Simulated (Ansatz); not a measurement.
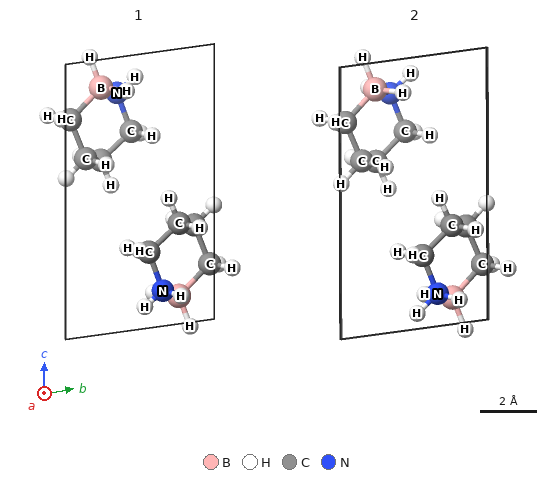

Two geometries of solid BH12C4N (set up in P-1) (coarse preliminary run), drawn at one scale. One is the start of a relaxation, the other its converged end. A ball-and-stick model of the cell of the calculation, seen along the a axis.

Method: Ansatz 0.2.0, DFT PBE+D3(BJ), scalar-relativistic, plane waves, PAW. Settings: plane-wave cutoff 420 eV; k-point mesh 4 × 4 × 2; occupations gaussian; smearing width 0.1 eV; no spin polarisation; cell and atoms relaxed; force threshold 0.05 eV/Å; at most 70 steps.

Which of the two is the end point?

Structure 2 is the relaxed one. The largest moves relative to the cell, 0.23 Å, are those of H atoms. By element the largest moves are H 0.23 Å, N 0.11 Å, C 0.10 Å, B 0.05 Å. Cell: a 5.336 → 5.369 Å (+0.6 %), b 5.587 → 5.515 Å (−1.3 %), c 9.856 → 9.748 Å (−1.1 %), α 81.3° → 81.6°, β 85.8° → 85.6°, γ 74.0° → 74.8°. Volume −1.4 %. Near-neighbour distances that change, for instance: H–N 0.876 → 1.032 Å, H–N 0.905 → 1.033 Å, C–H 0.972 → 1.099 Å, C–H 0.989 → 1.107 Å. The space group stays P-1 (No. 2). The energy falls by 186 meV per atom in 6 accepted moves (7 points after the start). The largest force component goes from 8.2 to 0.037 eV/Å. The pressure goes from 23.45 to −0.20 GPa. The SCF was repeated once at an unchanged geometry on a basis and grid sized afresh for the cell, which shifted the energy by 0.2 meV per atom at most.
